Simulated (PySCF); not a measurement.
# C3H5F3O: runs on many settings

Which settings matter for C3H5F3O (`O[C@H](CF)C(F)F`)?

The runs use PySCF 2.14.0, with density-fitted response routines of our own; the level of theory stands in each step. All values are computed, except where a source is named. Atoms count from 0, in the outputs and in this text.

1 further run of the same task is left out (for a known fault of the program).

**1. The molecule as given**

12 atoms, charge 0, multiplicity 1; geometry from: GFN2-xTB.

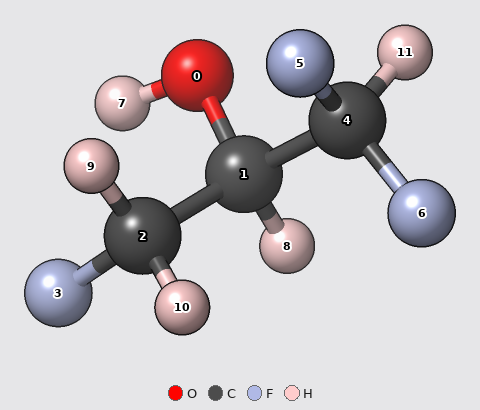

The starting geometry (oxygen red, carbon dark grey, fluorine light blue, hydrogen pink), atoms numbered.

**2. Shielding tensors: PBE0/pcSseg-1**

The job: settings as JSON, then the geometry in Å.

```
{"job": {"kind": "nmr", "xc": "PBE0", "basis": "pcSseg-1"}, "charge": 0, "multiplicity": 1}
O      0.648637     1.126171     1.031810
C      0.325961     0.358674    -0.095117
C     -1.186056     0.252604    -0.314093
F     -1.671289     1.498631    -0.626464
C      0.936260    -1.030766     0.116472
F      0.159731    -1.800193     0.909881
F      1.030477    -1.684289    -1.064595
H      0.144039     1.949247     0.999546
H      0.787520     0.783266    -1.002659
H     -1.691556    -0.074796     0.599066
H     -1.417723    -0.412593    -1.149913
H      1.935199    -0.966642     0.570040
```

Level: GIAO PBE0/pcSseg-1 NMR shielding, non-relativistic, gas phase.

Started as:

```bash
OMP_NUM_THREADS=1 python probes_run.py task.json out
```

This one command runs all jobs of the session in turn.

Output:

```text
coarse grid: 10704 points
cycle   1  E = -491.3109820404  dE =  9.312e-01  |g| = 9.418e-01  |ddm| = 2.858e+00
cycle   2  E = -491.1529195257  dE =  1.581e-01  |g| = 1.383e+00  |ddm| = 1.411e+00
cycle   3  E = -491.4545430142  dE = -3.016e-01  |g| = 6.352e-02  |ddm| = 9.230e-01
cycle   4  E = -491.4551964464  dE = -6.534e-04  |g| = 2.879e-02  |ddm| = 6.105e-02
cycle   5  E = -491.4553611885  dE = -1.647e-04  |g| = 8.261e-03  |ddm| = 2.413e-02
cycle   6  E = -491.4553717380  dE = -1.055e-05  |g| = 2.165e-03  |ddm| = 5.269e-03
cycle   7  E = -491.4553724156  dE = -6.776e-07  |g| = 4.460e-04  |ddm| = 1.595e-03
final grid: 106504 points
cycle   8  E = -491.5264619118  dE = -4.179e-05  |g| = 9.581e-03  |ddm| = 2.092e-02
cycle   9  E = -491.5264458747  dE =  1.604e-05  |g| = 1.380e-02  |ddm| = 1.468e-02
cycle  10  E = -491.5264795225  dE = -3.365e-05  |g| = 8.772e-04  |ddm| = 8.278e-03
cycle  11  E = -491.5264796580  dE = -1.355e-07  |g| = 1.983e-04  |ddm| = 7.982e-04
cycle  12  E = -491.5264796643  dE = -6.310e-09  |g| = 5.774e-05  |ddm| = 1.566e-04
cycle  13  E = -491.5264796647  dE = -4.128e-10  |g| = 2.039e-05  |ddm| = 4.524e-05
converged SCF energy = -491.5264796647

GIAO shielding tensors (ppm)
atom      isotropic    diamagn.    paramagn.     s11        s22        s33       span
  0 O      298.548     388.483     -89.935    274.418    302.400    318.828     44.410
  1 C      108.930     245.617    -136.688     99.233    103.539    124.017     24.785
  2 C       99.426     243.285    -143.859     68.753     82.147    147.377     78.624
  3 F      446.057     471.224     -25.167    407.110    449.673    481.388     74.277
  4 C       64.530     238.066    -173.536     51.747     66.122     75.720     23.973
  5 F      329.402     473.315    -143.914    230.939    348.614    408.651    177.711
  6 F      318.861     472.109    -153.248    209.401    332.249    414.934    205.534
  7 H       29.665      31.331      -1.665     20.023     27.490     41.483     21.460
  8 H       27.336      29.996      -2.660     23.828     26.757     31.423      7.595
  9 H       26.723      28.766      -2.043     21.874     27.326     30.969      9.095
 10 H       26.637      28.731      -2.094     22.084     28.194     29.633      7.549
 11 H       25.430      27.082      -1.652     23.308     24.476     28.505      5.197
```

Wall time 21 s (1 thread of Arm Neoverse N1, shared host); peak memory 0.7 GiB.

The references, computed at this level on geometries of the same kind, shield at (ppm): ¹H TMS 31.72, ¹³C TMS 186.9, ¹⁹F CFCl3 170.9, ¹⁷O H2O 336.1. Their shielding less the atom's gives the shift. The references are single molecules in the gas phase, so shifts against H2O, NH3, PH3, H3PO4 or CFCl3 are not on the usual liquid scales and can be off by tens of ppm.

```tsv
atoms	environment	σ (ppm)	δ (ppm)	δ scaled to CDCl3
C4	sp3 CH bonded to 2 F	64.5	122.4	117.5
C2	sp3 CH2 bonded to F	99.4	87.5	83.5
C1	sp3 CH bonded to O	108.9	78.0	74.2
H11	hydrogen on an sp3 CH bonded to 2 F	25.43	6.29	6.03
H10	hydrogen on an sp3 CH2 bonded to F	26.64	5.08	4.89
H9	hydrogen on an sp3 CH2 bonded to F	26.72	4.99	4.81
H8	hydrogen on an sp3 CH bonded to O	27.34	4.38	4.24
H7	hydrogen on an alcohol oxygen	29.67	2.05	–
O0	alcohol oxygen	298.5	37.5	–
F6	fluorine of a CF2 group	318.9	-147.9	–
F5	fluorine of a CF2 group	329.4	-158.5	–
F3	fluorine on an sp3 carbon	446.1	-275.1	–
```

The scaled column applies a straight-line fit of computed shieldings to shifts measured in CDCl3, and one for carbons that bear F (root-mean-square error 0.16 ppm for H, 1.9 ppm for C).

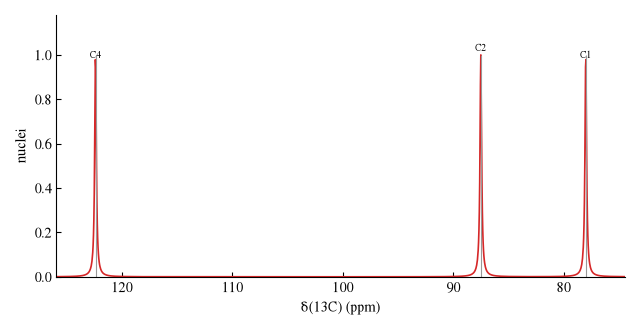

¹³C lines at the computed shifts, without couplings. Lines are broadened to a width of 0.18 ppm (Lorentzian).

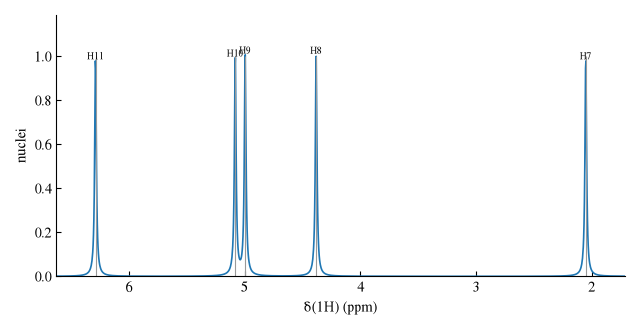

¹H lines at the computed shifts, without couplings. Lines are broadened to a width of 0.02 ppm (Lorentzian).

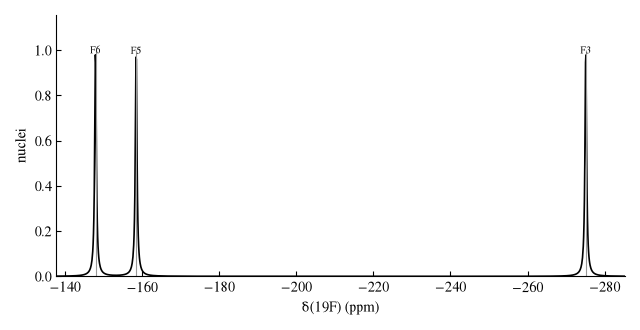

¹⁹F lines at the computed shifts, without couplings. Lines are broadened to a width of 0.51 ppm (Lorentzian).

The run also stored atomic charges by several schemes (e):

```tsv
atoms	Mulliken	IAO	Hirshfeld	ESP fit
O0	-0.44	-0.54	-0.22	-0.64
C1	-0.06	0.05	0.02	0.15
C2	0.19	0.02	0.01	0.04
F3	-0.34	-0.33	-0.12	-0.24
C4	0.52	0.44	0.15	0.29
F5	-0.30	-0.30	-0.09	-0.20
F6	-0.30	-0.31	-0.10	-0.23
```

Mulliken charges:

```tsv
atom	value (e)
O0	-0.44
C1	-0.06
C2	0.19
F3	-0.34
C4	0.52
F5	-0.30
F6	-0.30
H7	0.25
H8	0.13
H9	0.12
H10	0.12
H11	0.12
```

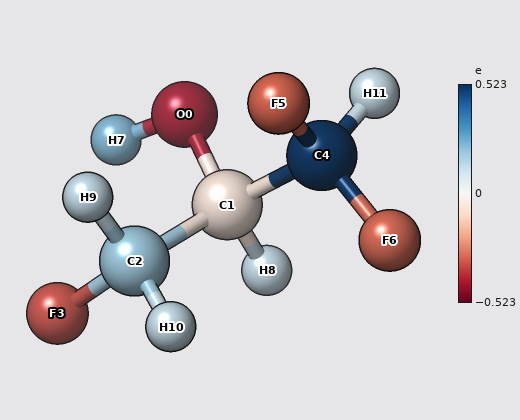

Mulliken charges, as colours on the atoms.

Mayer bond orders: O0–C1 0.96, C1–C2 0.99, C2–F3 0.88, C1–C4 0.95, C4–F5 0.96, C4–F6 0.95.

**3. Ultraviolet spectrum: PBE0/def2-SVPD**

Settings changed since step 2:

```diff
@@ -1,2 +1,2 @@
-{"job": {"kind": "nmr", "xc": "PBE0", "basis": "pcSseg-1"}, "charge": 0, "multiplicity": 1}
+{"job": {"kind": "uv", "xc": "PBE0", "basis": "def2-SVPD", "nstates": 6, "ntriplets": 2}, "charge": 0, "multiplicity": 1}
 O      0.648637     1.126171     1.031810
```

Level: TDDFT PBE0/def2-SVPD, vertical, gas phase, core orbitals frozen in the response.

Output:

```text
coarse grid: 10704 points
cycle   1  E = -491.0314247621  dE =  8.731e-01  |g| = 8.716e-01  |ddm| = 4.124e+00
cycle   2  E = -490.8724385406  dE =  1.590e-01  |g| = 1.308e+00  |ddm| = 1.866e+00
cycle   3  E = -491.1637115293  dE = -2.913e-01  |g| = 6.490e-02  |ddm| = 1.119e+00
cycle   4  E = -491.1643704045  dE = -6.589e-04  |g| = 2.997e-02  |ddm| = 1.022e-01
cycle   5  E = -491.1645285696  dE = -1.582e-04  |g| = 9.589e-03  |ddm| = 3.531e-02
cycle   6  E = -491.1645429828  dE = -1.441e-05  |g| = 2.102e-03  |ddm| = 1.033e-02
cycle   7  E = -491.1645438020  dE = -8.191e-07  |g| = 4.511e-04  |ddm| = 2.529e-03
final grid: 106504 points
cycle   8  E = -491.2360094405  dE = -3.850e-05  |g| = 9.407e-03  |ddm| = 8.059e-02
cycle   9  E = -491.2359924353  dE =  1.701e-05  |g| = 1.368e-02  |ddm| = 2.078e-02
cycle  10  E = -491.2360268639  dE = -3.443e-05  |g| = 8.425e-04  |ddm| = 1.174e-02
cycle  11  E = -491.2360270061  dE = -1.423e-07  |g| = 2.016e-04  |ddm| = 1.041e-03
cycle  12  E = -491.2360270133  dE = -7.171e-09  |g| = 6.693e-05  |ddm| = 2.549e-04
cycle  13  E = -491.2360270140  dE = -6.407e-10  |g| = 2.367e-05  |ddm| = 7.147e-05
converged SCF energy = -491.2360270140

Static polarisability (au): isotropic 45.164, principal 42.133 45.336 48.023

Singlet excitations
state   eV       nm        f      main configurations
  1   7.6108    162.9   0.01011   H->L 0.96
  2   8.4881    146.1   0.01393   H->L+1 0.91
  3   8.7491    141.7   0.00125   H-1->L 0.91
  4   8.9092    139.2   0.02082   H->L+2 0.86
  5   9.1526    135.5   0.04534   H->L+3 0.91
  6   9.2442    134.1   0.02982   H-1->L+1 0.84

Triplet excitations (Tamm-Dancoff, eV): 7.2414 8.2615
```

Wall time 39 s (1 thread of Arm Neoverse N1, shared host); peak memory 0.77 GiB.

The orbitals next to the gap, with their largest atomic shares:

```tsv
orbital	eV	atoms
HOMO−3	-11.12	O0 27 %, F6 17 %, F3 11 %
HOMO−2	-10.28	F3 41 %, C2 24 %, H9 12 %
HOMO−1	-9.63	C1 17 %, C4 16 %, O0 13 %
HOMO	-8.77	O0 59 %, C1 14 %, C2 9 %
LUMO	0.39	O0 31 %, H7 18 %, C2 12 %
LUMO+1	0.90	C4 24 %, H11 14 %, F6 14 %
LUMO+2	1.26	C2 17 %, H9 15 %, O0 14 %
```

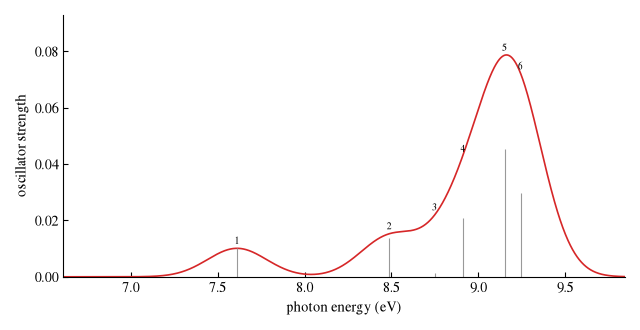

Absorption spectrum from the 6 singlet states computed; above the last one it falls off for lack of states. Lines are broadened to a width of 0.40 eV (Gaussian).

Further results of this job:

```tsv
property	computed
dipole moment (D)	0.91
polarisability (Å³)	6.69
HOMO–LUMO gap (eV)	9.16
−ε(HOMO) (eV)	8.77
```

**4. NMR shieldings: BHandHLYP/6-31G in tetrahydrofuran**

Settings changed since step 3:

```diff
@@ -1,2 +1,2 @@
-{"job": {"kind": "uv", "xc": "PBE0", "basis": "def2-SVPD", "nstates": 6, "ntriplets": 2}, "charge": 0, "multiplicity": 1}
+{"job": {"kind": "nmr", "xc": "BHandHLYP", "basis": "6-31G", "solvent": "tetrahydrofuran", "pop": true}, "charge": 0, "multiplicity": 1}
 O      0.648637     1.126171     1.031810
```

With the program's defaults for keys left out, this is: GIAO BHandHLYP/6-31G NMR shielding, non-relativistic, IEF-PCM tetrahydrofuran.

Output:

```text
coarse grid: 10704 points
cycle   1  E = -491.5378735681  dE =  1.165e+00  |g| = 9.554e-01  |ddm| = 3.121e+00
cycle   2  E = -491.5190223278  dE =  1.885e-02  |g| = 1.079e+00  |ddm| = 1.591e+00
cycle   3  E = -491.7208583670  dE = -2.018e-01  |g| = 2.782e-02  |ddm| = 8.602e-01
cycle   4  E = -491.7210676956  dE = -2.093e-04  |g| = 1.535e-02  |ddm| = 4.686e-02
cycle   5  E = -491.7211261630  dE = -5.847e-05  |g| = 2.986e-03  |ddm| = 1.617e-02
cycle   6  E = -491.7211280943  dE = -1.931e-06  |g| = 1.449e-03  |ddm| = 4.161e-03
final grid: 106504 points
cycle   7  E = -491.7077846700  dE = -7.427e-06  |g| = 3.703e-03  |ddm| = 1.004e-02
cycle   8  E = -491.7077846206  dE =  4.934e-08  |g| = 3.992e-03  |ddm| = 6.224e-03
cycle   9  E = -491.7077873824  dE = -2.762e-06  |g| = 1.701e-04  |ddm| = 2.997e-03
cycle  10  E = -491.7077873893  dE = -6.895e-09  |g| = 6.673e-05  |ddm| = 2.010e-04
cycle  11  E = -491.7077873903  dE = -1.025e-09  |g| = 1.590e-05  |ddm| = 8.262e-05
cycle  12  E = -491.7077873904  dE = -4.979e-11  |g| = 3.627e-06  |ddm| = 1.467e-05
converged SCF energy = -491.7077873904

GIAO shielding tensors (ppm)
atom      isotropic    diamagn.    paramagn.     s11        s22        s33       span
  0 O      310.758     391.694     -80.936    289.009    304.551    338.713     49.704
  1 C      129.046     240.256    -111.210    118.288    124.599    144.252     25.964
  2 C      121.125     243.052    -121.927     91.441    105.423    166.513     75.072
  3 F      462.683     471.470      -8.786    423.660    465.440    498.950     75.290
  4 C       86.479     236.416    -149.938     73.805     87.354     98.277     24.472
  5 F      355.561     474.959    -119.398    259.730    374.967    431.988    172.258
  6 F      346.316     473.627    -127.311    240.055    363.547    435.346    195.291
  7 H       31.046      29.293       1.753     21.588     28.801     42.748     21.161
  8 H       28.689      28.537       0.152     25.338     28.017     32.711      7.372
  9 H       28.036      28.179      -0.143     22.918     29.268     31.921      9.003
 10 H       27.975      28.182      -0.207     23.010     29.991     30.924      7.913
 11 H       26.734      26.614       0.120     24.407     25.343     30.450      6.043
```

Wall time 10 s (1 thread of Arm Neoverse N1, shared host).

In short: σ C4 86.5, C2 121.1, C1 129.0, O0 310.8, H11 26.73, H10 27.98 ppm.

**5. NMR shieldings: PBE0/pcSseg-1**

Settings changed since step 4:

```diff
@@ -1,2 +1,2 @@
-{"job": {"kind": "nmr", "xc": "BHandHLYP", "basis": "6-31G", "solvent": "tetrahydrofuran", "pop": true}, "charge": 0, "multiplicity": 1}
+{"job": {"kind": "nmr", "xc": "PBE0", "basis": "pcSseg-1", "pop": false, "scf": {"guess": "vsap"}}, "charge": 0, "multiplicity": 1}
 O      0.648637     1.126171     1.031810
```

Level: GIAO PBE0/pcSseg-1 NMR shielding, non-relativistic, gas phase.

Output:

```text
final grid: 106504 points
cycle   1  E = -490.2713756857  dE =  2.738e-01  |g| = 2.329e+00  |ddm| = 4.020e+00
cycle   2  E = -489.3170911991  dE =  9.543e-01  |g| = 3.447e+00  |ddm| = 4.465e+00
cycle   3  E = -491.4729016643  dE = -2.156e+00  |g| = 5.852e-01  |ddm| = 2.307e+00
cycle   4  E = -491.5160496530  dE = -4.315e-02  |g| = 2.745e-01  |ddm| = 5.040e-01
cycle   5  E = -491.5260819479  dE = -1.003e-02  |g| = 4.592e-02  |ddm| = 1.644e-01
cycle   6  E = -491.5264651778  dE = -3.832e-04  |g| = 9.137e-03  |ddm| = 3.741e-02
cycle   7  E = -491.5264773922  dE = -1.221e-05  |g| = 3.325e-03  |ddm| = 7.408e-03
cycle   8  E = -491.5264796095  dE = -2.217e-06  |g| = 5.285e-04  |ddm| = 2.371e-03
cycle   9  E = -491.5264796602  dE = -5.074e-08  |g| = 1.721e-04  |ddm| = 4.628e-04
cycle  10  E = -491.5264796641  dE = -3.873e-09  |g| = 6.937e-05  |ddm| = 1.511e-04
cycle  11  E = -491.5264796648  dE = -6.918e-10  |g| = 1.335e-05  |ddm| = 4.551e-05
converged SCF energy = -491.5264796648

GIAO shielding tensors (ppm)
atom      isotropic    diamagn.    paramagn.     s11        s22        s33       span
  0 O      298.545     388.483     -89.938    274.415    302.397    318.823     44.409
  1 C      108.929     245.618    -136.689     99.232    103.539    124.017     24.785
  2 C       99.427     243.285    -143.858     68.754     82.147    147.379     78.625
  3 F      446.059     471.224     -25.165    407.112    449.675    481.390     74.278
  4 C       64.530     238.066    -173.537     51.747     66.122     75.720     23.972
  5 F      329.400     473.315    -143.915    230.939    348.616    408.647    177.708
  6 F      318.860     472.109    -153.249    209.400    332.246    414.934    205.534
  7 H       29.665      31.331      -1.665     20.023     27.490     41.483     21.460
  8 H       27.336      29.996      -2.660     23.828     26.757     31.423      7.595
  9 H       26.723      28.766      -2.043     21.874     27.326     30.969      9.095
 10 H       26.637      28.731      -2.094     22.084     28.194     29.633      7.549
 11 H       25.430      27.082      -1.652     23.308     24.476     28.505      5.197
```

Run time: 21 s. Hardware: 1 thread of Arm Neoverse N1, shared host; peak memory 0.71 GiB.

Key values: δ C4 122.4, C2 87.5, C1 78.0, O0 37.5, H11 6.29, H10 5.08 ppm.

**6. TDDFT and polarisability: BLYP/def2-SVPD**

Settings changed since step 5:

```diff
@@ -1,2 +1,2 @@
-{"job": {"kind": "nmr", "xc": "PBE0", "basis": "pcSseg-1", "pop": false, "scf": {"guess": "vsap"}}, "charge": 0, "multiplicity": 1}
+{"job": {"kind": "uv", "xc": "BLYP", "basis": "def2-SVPD", "nstates": 12, "ntriplets": 0, "tda": false, "scf": {"level_shift": 0.2}}, "charge": 0, "multiplicity": 1}
 O      0.648637     1.126171     1.031810
```

With the program's defaults for keys left out, this is: TDDFT BLYP/def2-SVPD, vertical, gas phase, core orbitals frozen in the response.

Output:

```text
final grid: 106504 points
cycle   1  E = -491.4364988430  dE =  8.518e-01  |g| = 1.056e+00  |ddm| = 4.412e+00
cycle   2  E = -491.2443659077  dE =  1.921e-01  |g| = 1.568e+00  |ddm| = 2.208e+00
cycle   3  E = -491.6227320431  dE = -3.784e-01  |g| = 2.972e-01  |ddm| = 9.553e-01
cycle   4  E = -491.6391277465  dE = -1.640e-02  |g| = 5.444e-02  |ddm| = 2.860e-01
cycle   5  E = -491.6397037782  dE = -5.760e-04  |g| = 1.411e-02  |ddm| = 6.595e-02
cycle   6  E = -491.6397313884  dE = -2.761e-05  |g| = 6.750e-03  |ddm| = 1.891e-02
cycle   7  E = -491.6397392799  dE = -7.892e-06  |g| = 1.916e-03  |ddm| = 9.774e-03
cycle   8  E = -491.6397399168  dE = -6.369e-07  |g| = 3.705e-04  |ddm| = 3.362e-03
cycle   9  E = -491.6397399472  dE = -3.040e-08  |g| = 1.210e-04  |ddm| = 9.585e-04
cycle  10  E = -491.6397399505  dE = -3.267e-09  |g| = 4.141e-05  |ddm| = 3.403e-04
cycle  11  E = -491.6397399509  dE = -3.582e-10  |g| = 1.525e-05  |ddm| = 1.154e-04
level shift removed, Fock matrix diagonalised once more
converged SCF energy = -491.6397399509

Static polarisability (au): isotropic 47.920, principal 44.649 48.242 50.869

Singlet excitations
state   eV       nm        f      main configurations
  1   6.6641    186.0   0.01128   H->L 1.00
  2   7.1659    173.0   0.00864   H->L+1 1.00
  3   7.5088    165.1   0.00223   H-1->L 0.98
  4   7.6029    163.1   0.01204   H->L+2 0.97
  5   7.8643    157.7   0.03233   H->L+3 0.99
  6   8.0387    154.2   0.00548   H-2->L 0.99
  7   8.0957    153.1   0.01305   H-1->L+1 0.98
  8   8.2012    151.2   0.02263   H->L+4 0.98
  9   8.4505    146.7   0.01110   H-1->L+2 0.95
 10   8.5040    145.8   0.01447   H->L+5 0.95
 11   8.6098    144.0   0.00184   H-2->L+1 0.99
 12   8.7552    141.6   0.02427   H-1->L+3 0.78, H-3->L 0.20
```

Run time: 52 s. Hardware: 1 thread of Arm Neoverse N1, shared host; peak memory 0.59 GiB.

In short: HOMO -7.01 eV, LUMO -0.46 eV; lowest singlet 6.66 eV.

**7. Comparing the runs: electronic excitations**

Excitations and ground-state properties, with basis size and wall time:

```tsv
run	lowest singlet (eV)	brightest (eV)	f	gap (eV)	α (Å³)	μ (D)	functions	time
PBE0/def2-SVPD	7.61	9.15	0.045	9.16	6.69	0.91	192	39 s
BLYP/def2-SVPD	6.66	7.86	0.032	6.55	7.10	0.87	192	52 s
```

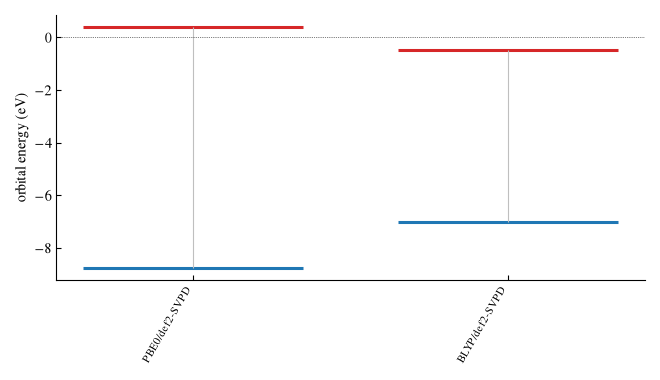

HOMO (blue) and LUMO (red) run by run.

**8. What came out**

| quantity | value |
| --- | --- |
| ¹³C shifts against TMS (PBE0/pcSseg-1) | 122.4, 87.5, 78.0 ppm |
| ¹H shifts against TMS (PBE0/pcSseg-1) | 6.29, 5.08, 4.99, 4.38, 2.05 ppm |
| ¹⁷O shifts against H2O (PBE0/pcSseg-1) | 37.5 ppm |
| ¹⁹F shifts against CFCl3 (PBE0/pcSseg-1) | -147.9, -158.5, -275.1 ppm |
| lowest singlet (PBE0/def2-SVPD) | 7.61 eV (163 nm), f = 0.010 |
| brightest single state of those computed | state 5, 9.15 eV, f = 0.045 |
| lowest triplet | 7.24 eV |
| range of the lowest singlet | 6.66 to 7.61 eV |

**Reading.** Single values in the summary come from the first run of each kind that ended normally (PBE0/pcSseg-1; PBE0/def2-SVPD), which need not be the best level. H11 (hydrogen on an sp3 CH bonded to 2 F) lies farthest downfield among hydrogen, at 6.29 ppm; its carbon carries F, an electronegative neighbour. At PBE0/pcSseg-1: Shielding is most anisotropic at F6 (span 206 ppm, paramagnetic term -153 ppm). The lowest singlet, at 7.61 eV, is HOMO→LUMO 0.96 and is weak; of the 6 states computed, the strongest absorption comes from state 5 at 9.15 eV. The lowest triplet lies 0.37 eV below the lowest singlet (triplets in Tamm-Dancoff, singlets in full TDDFT). States above −ε(HOMO) lie where TDDFT describes them poorly and they hang on the basis; the brightest is among them. The lowest singlet runs from 6.66 eV (BLYP/def2-SVPD) to 7.61 eV (PBE0/def2-SVPD), while the orbital gap spans 6.55 to 9.16 eV. The lowest state need not be the same one in every run. The runs solved for a few states only, so the brightest column depends on that window.
